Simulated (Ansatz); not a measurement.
## CH4AlI: single-point calculation

CH4AlI, computed with RKS r2SCAN-D4/def2-TZVPP (Ansatz 0.2.0).

The geometry comes from this level: PBE0-D4/def2-TZVP.

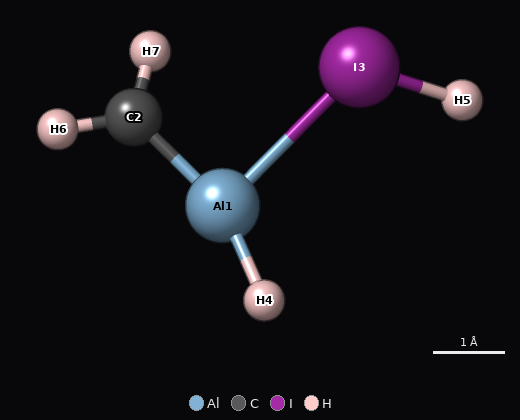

**Figure 1.** The structure (ball-and-stick view, seen at a tilt; atoms are numbered from 1 in the order of the input). Sticks mark near contacts.

**The input**
```yaml
crystal:
  periodic: [false, false, false]
  atoms:
    - {symbol: Al, position_ang: [-0.496369, -0.419773, -0.057663]}
    - {symbol: C, position_ang: [0.320800, 0.781696, 1.009818]}
    - {symbol: I, position_ang: [1.507314, -2.251188, 0.394831]}
    - {symbol: H, position_ang: [-1.709252, -1.180447, -0.715235]}
    - {symbol: H, position_ang: [1.866580, -3.137203, -0.933639]}
    - {symbol: H, position_ang: [-0.181922, 1.632896, 1.462800]}
    - {symbol: H, position_ang: [1.401886, 0.819081, 1.114278]}
basis:
  gaussian: {orbitals: def2-TZVPP}
hamiltonian: {xc: r2scan, dispersion: d4}
```

Hardware: 2 threads of Intel Xeon, 11 GiB of memory available, shared host.

Command:
```bash
ansatz run in.yaml --threads 2 --pin off --events-out ev --progress --plain --max-ram 4352MiB
```

**Log**
```
Functional definition: r2SCAN
  name "r2SCAN"
  cite "Furness, Kaplan, Ning, Perdew & Sun, J. Phys. Chem. Lett. 11, 8208 (2020) doi:10.1021/acs.jpclett.0c02405"
  cite "Furness, Kaplan, Ning, Perdew & Sun, J. Phys. Chem. Lett. 11, 9248 (2020) doi:10.1021/acs.jpclett.0c03077"
  parent r2scan
  parameter k0 = 0.174
  parameter k1 = 0.065
  parameter a1 = 4.9479
  exchange = r2scan_x(k0 = k0, k1 = k1, a1 = a1)
  correlation = r2scan_c
1052 factors; their error is unknown
mean field evaluation 1: about -15785.3197 eV, gradient 7.4e1 eV
mean field evaluation 2: about -15667.8788 eV, gradient 1.5e2 eV
mean field evaluation 4: about -15799.5563 eV, gradient 1.9e1 eV
mean field evaluation 8: about -15800.2207 eV, gradient 1.4e-1 eV
mean field evaluation 16: about -15800.2062 eV, gradient 5.9e-4 eV
mean field -15800.20623773 eV, -580.6468694720 hartree, gradient 1.9e-5 eV, S^2 0.000000; 0 other end points of the search recorded, 0 dependent functions left out
reference -15800.20625014 eV, -580.6468699281 hartree; 24, 24 occupied and 155, 155 virtual orbitals, 1052 factors
Total energy: -15800.23760464 eV, -580.6480221849 hartree
```

**Key numbers**

| quantity | value |
| --- | --- |
| outcome | converged |
| total energy | −15800.2376 eV |
| mean-field energy | −15800.2063 eV |
| dispersion energy | −0.0314 eV |
| SCF solution under orbital rotations | stable |
| wall time | 2 s (CPU time 3.8 s) |
| peak memory | 0.23 GiB |
